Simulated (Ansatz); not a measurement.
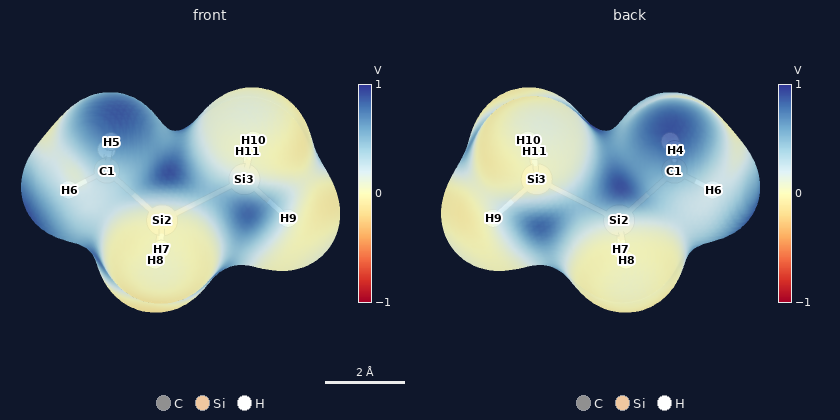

Figure 1: CH₈Si₂ (SMILES C[SiH2][SiH3]). The electrostatic potential painted on the density surface at 0.002 e/bohr³, seen from the front and from behind; red is negative and blue positive.

Geometry: B3LYP-D3(BJ)/6-311G**.

All numbers below come from isolated molecule in a Gaussian basis; Kohn-Sham density functional theory, functional PBE0 in Ansatz.

Input

```
crystal:
  periodic: [false, false, false]
  atoms:
    - {symbol: C, position_ang: [-0.638756, -2.238718, 0.005551]}
    - {symbol: Si, position_ang: [-1.329471, -1.076884, -1.314318]}
    - {symbol: Si, position_ang: [-2.383384, 0.783506, -0.338343]}
    - {symbol: H, position_ang: [-1.436147, -2.607904, 0.655198]}
    - {symbol: H, position_ang: [0.096144, -1.725373, 0.630508]}
    - {symbol: H, position_ang: [-0.149309, -3.101326, -0.453370]}
    - {symbol: H, position_ang: [-0.231632, -0.601895, -2.201387]}
    - {symbol: H, position_ang: [-2.314018, -1.800028, -2.166071]}
    - {symbol: H, position_ang: [-2.933331, 1.696303, -1.375764]}
    - {symbol: H, position_ang: [-1.416614, 1.549041, 0.495043]}
    - {symbol: H, position_ang: [-3.501628, 0.344110, 0.540126]}
basis:
  gaussian:
    orbitals: def2-TZVPD
hamiltonian:
  xc: {name: PBE0}
output: {forces: true, orbitals: {seedname: orbitals}}
```

Launched as:

```sh
ansatz run input.yaml --threads 2 --pin off --max-ram 4350MiB --events-out events.jsonl --progress --plain --runs-dir runs
```

Question: Describe the electrostatic potential map.

Answer: The most negative region (about −0.1 V) lies over H7, H8, H9 and H10, the most positive (about +0.9 V) over the H and Si atoms.
